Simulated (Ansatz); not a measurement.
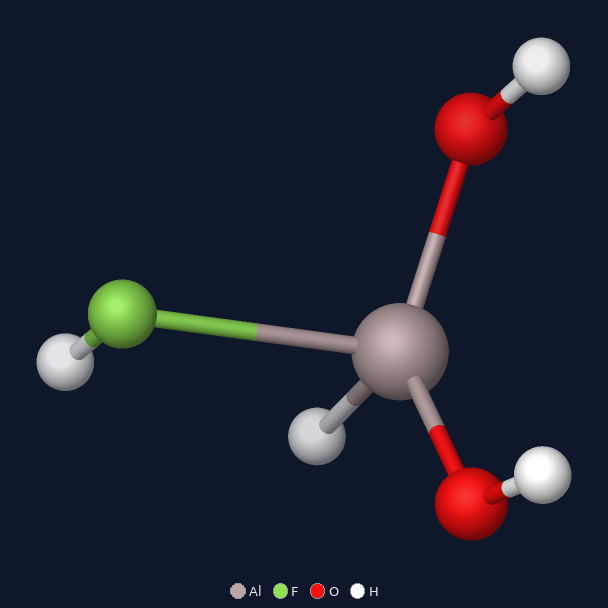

Rendered structure (ball-and-stick style). Every bond is drawn as one stick, whatever its order.

The geometry was computed by an optimisation with PBE0-D4/def2-TZVP.

What is the molecular formula?

Answer. AlFH4O2, 8 atoms: 1 aluminium, 1 fluorine, 4 hydrogen and 2 oxygen.

Count the bonded pairs by element.

Answer. 2 O–H, 2 Al–O, 1 Al–F, 1 F–H, 1 Al–H. Sticks follow a distance rule.

The parts below concern this one geometry. Atoms keep their numbers from picture to picture.

### Geometry

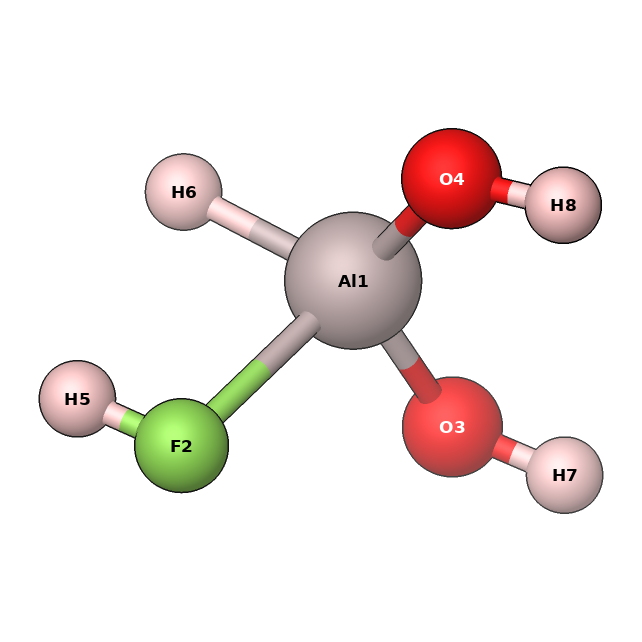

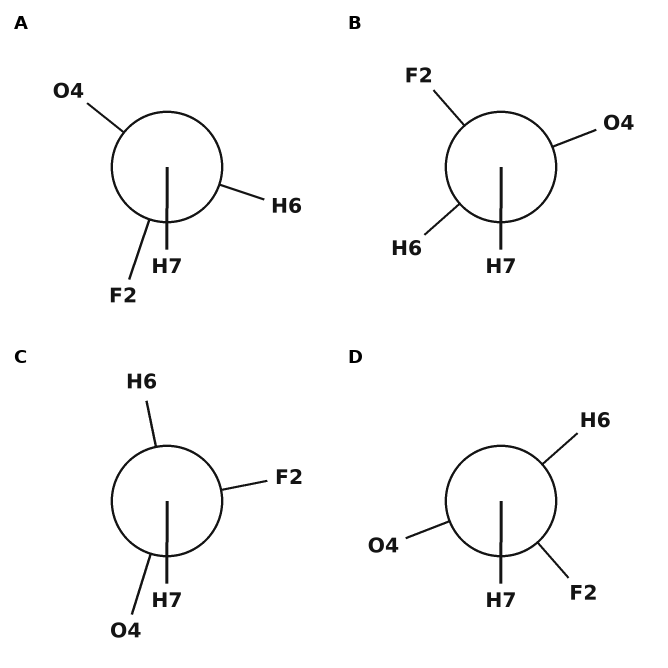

Distant atoms are faded towards the background colour. Bonds that would overlap in a projection are set slightly apart.

Which Newman projection shows the view along O3–Al1, with O3 in front?

Answer. C. The torsion angle H7–O3–Al1–F2 is −101°, anticlinal.

### Electronic properties

Level of theory: RKS PBE0-D4/def2-TZVPP (Ansatz 0.2.0).

Predict the main results.

- HOMO energy (Kohn–Sham orbital): −8.60 eV
- LUMO energy (Kohn–Sham orbital): −0.05 eV
- HOMO–LUMO gap: 8.54 eV
- dispersion correction: −8.7 kJ/mol

### Vibrations

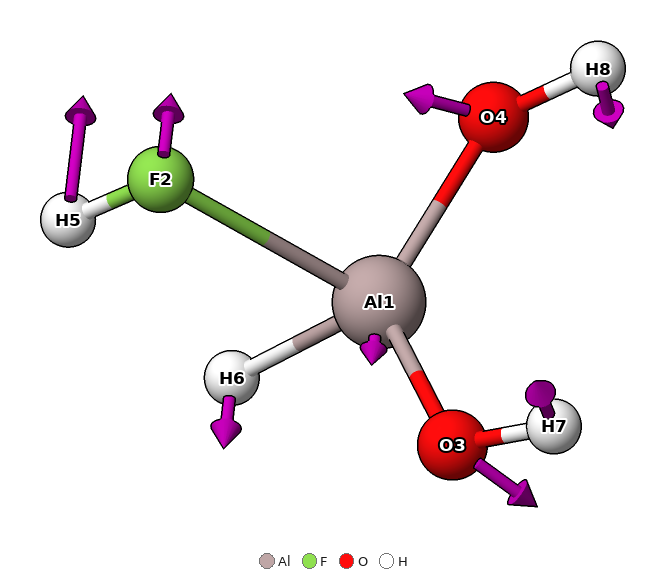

The arrows show one normal mode. Harmonic vibrations computed with RKS PBE0-D4/def2-TZVP (Ansatz 0.2.0) at a stationary point of the same level.

Describe the motion.

Answer. Mostly F–Al–O bending.

Estimate its harmonic wavenumber.

Answer. 128 cm⁻¹; it is mode 1 of 18 counted from the lowest.

### Charges

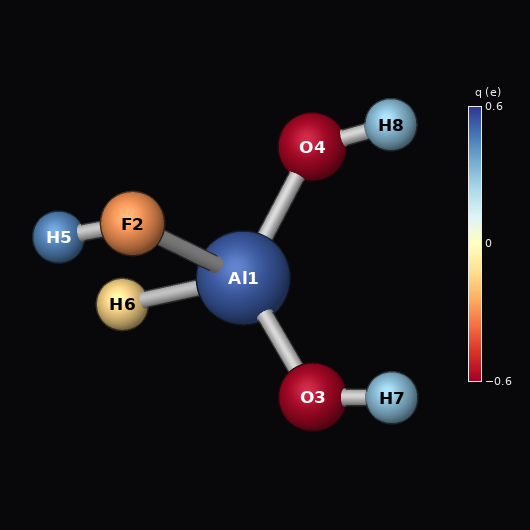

Atoms are coloured by their Mulliken charges. Properties computed with RKS PBE0-D4/def2-TZVP (Ansatz 0.2.0).

Which atom carries the highest charge (most positive or least negative)?

Answer. Al1 (0.52 e).

And the lowest?

Answer. O3, O4 (−0.58 e).

Give the Mulliken charges atom by atom.

| atom | value (e) |
| --- | --- |
| Al1 | 0.52 |
| F2 | −0.28 |
| O3 | −0.58 |
| O4 | −0.58 |
| H5 | 0.44 |
| H6 | −0.14 |
| H7 | 0.31 |
| H8 | 0.31 |

Mulliken values depend strongly on the basis set and can even reverse the polarity of a bond.
